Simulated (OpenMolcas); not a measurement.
**CH4AlClO: a line through the functionals**

CH4AlClO has 8 atoms, charge 0, and is taken as a singlet. SMILES: `C[O][AlH][Cl]`. Geometry: relaxed at PBE0-D4/def2-TZVP. This is one conformer, not always the lowest.

The HOMO–LUMO gap y, in eV, basis 6-31G(d); a is the functional's share of exact exchange. Programs: OpenMolcas 26.06.

| functional | program | a | y (eV) |
| --- | --- | --- | --- |
| r2SCAN | OpenMolcas | 0 | 6.12 |
| TPSS | OpenMolcas | 0 | 5.71 |
| B3LYP | OpenMolcas | 0.2 | 7.23 |
| PBE0 | OpenMolcas | 0.25 | ? |
| BHLYP | OpenMolcas | 0.5 | 9.92 |

Fit y = c + s·a to the known rows and predict PBE0.


1. Means of the 4 rows: a = 0.1750, y = 7.245.
2. Σ(Δa)² = 0.1675, Σ(Δa·Δy) = 1.3345, so the slope is 1.3345/0.1675 = 7.9672.
3. Intercept: 7.245 − (7.9672) × 0.1750 = 5.851. The largest residual of the fit is 0.27.
4. PBE0: 5.851 + (7.9672) × 0.25 = 7.84 eV.

The run gave 7.70 eV, so the prediction is off by +0.14 eV, within the largest residual. Exact exchange lowers occupied levels and raises empty ones. The rows mix families of semi-local functionals, which the line can't see.

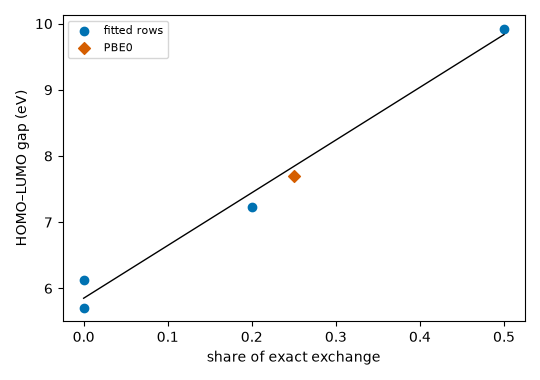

The fitted line, with the withheld row.
